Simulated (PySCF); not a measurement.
Vertical excitations of a molecule CH4Cl2OSi from TDA-CAM-B3LYP/def2-SVPD run with PySCF, as energy in eV (oscillator strength): 7.85 (0.006), 8.15 (0.044), 8.25 (0.151), 8.42 (0.034), 8.59 (0.090), 8.70 (0.008), 8.82 (0.047), 8.99 (0.058), 9.05 (0.026), 9.20 (0.000). Lowest triplet (TDA): 7.42 eV. Geometry optimised at PBE-D3(BJ)/def2-SVP. Other conformers were not sampled.

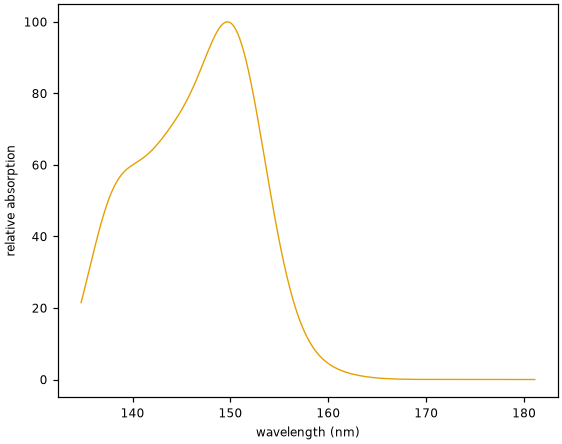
The lines broadened by 0.4 eV.

Problem. Which structure fits?
A) OC[SiH](Cl)Cl
B) CO[SiH](Cl)Cl
C) C[Si](O)(Cl)Cl

Solution. C, C[Si](O)(Cl)Cl
